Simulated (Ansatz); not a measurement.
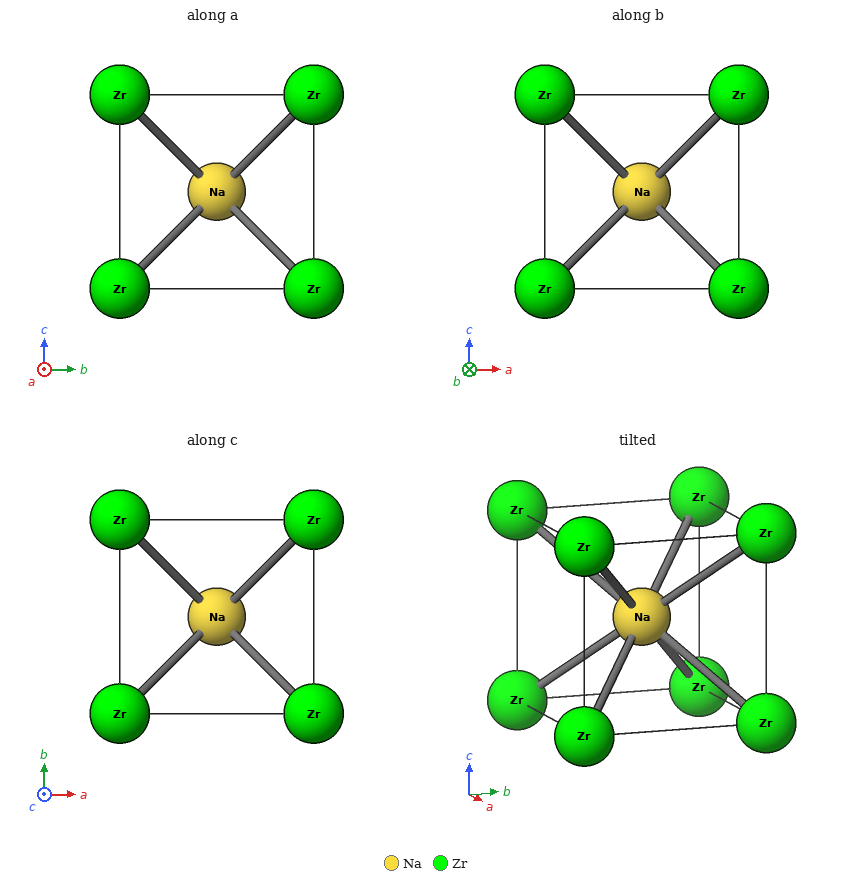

Crystal structure, ball-and-stick style, seen along the a axis, along the b axis, along the c axis and slightly off an axis. The outline marks the conventional unit cell.

Lattice parameters: a = 3.6629 Å, b = 3.6629 Å, c = 3.6629 Å, α = 90.000°, β = 90.000°, γ = 90.000°.

> Set out the cell and atoms as a CIF with its space group and independent sites.

```cif
data_structure
_symmetry_space_group_name_H-M 'P m -3 m'
_symmetry_Int_Tables_number 221
_cell_length_a 3.6629
_cell_length_b 3.6629
_cell_length_c 3.6629
_cell_angle_alpha 90.000
_cell_angle_beta 90.000
_cell_angle_gamma 90.000
_cell_volume 49.14
loop_
_atom_site_label
_atom_site_type_symbol
_atom_site_symmetry_multiplicity
_atom_site_Wyckoff_symbol
_atom_site_fract_x
_atom_site_fract_y
_atom_site_fract_z
_atom_site_occupancy
Na1 Na 1 b 0.5000 0.5000 0.5000 1
Zr1 Zr 1 a 0.0000 0.0000 0.0000 1
```

Starting structure: a random cell made by a generator, so it need not be a real form of the compound. Earlier steps of the study may have refined or changed the cell and positions. An electronic-structure calculation with Ansatz was run on it.
